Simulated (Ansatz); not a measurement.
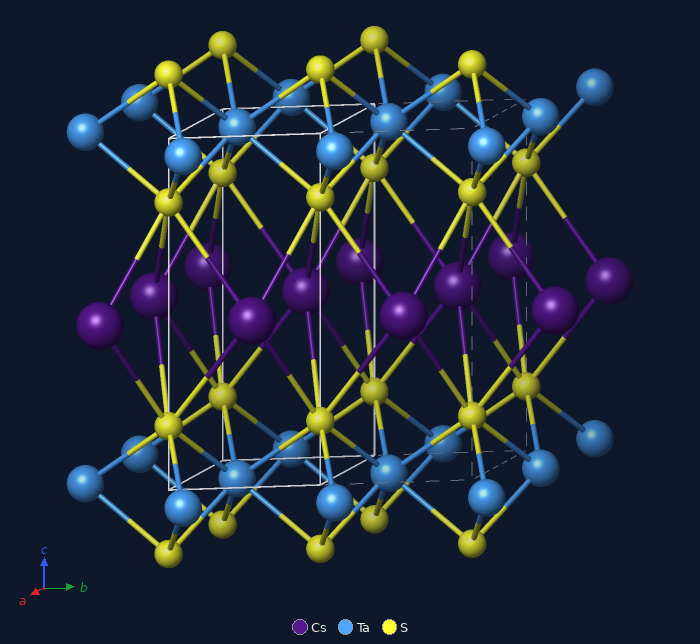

System CsTaS2 (space group P-6m2, No. 187); source of the atomic positions: the geometry relaxed with DFT PBE, scalar-relativistic, plane waves, PAW in Ansatz 0.2.0; the starting structure was generated, so it need not be a known form of this composition.

Bonds are taken as Cs–S below 3.7 Å and S–Ta below 2.9 Å; no other contact counts. The graph is simplified in the usual way: terminal and isolated atoms are pruned, two-connected atoms become edges.

What kind of net remains, and which atoms are its nodes?

Answer. A binodal (6,6)-connected, three-periodic net: Cs and Ta are 6-connected nodes; S is a 6-connected node, in the ratio 1:1.

Does the net have a name?

Answer. It is the nia net, known from NiAs.

Is the net interpenetrated?

Answer. It is a single net, without interpenetration.

Give the point symbol of each node (shortest cycle at each angle).

Answer. Cs and Ta: 4⁹·6⁶; S: 4¹²·6³.

Give the first four terms of the coordination sequence (nodes one, two, three … edges away).

Answer. Cs and Ta: 6, 18, 42, 74; S: 6, 20, 42, 74.
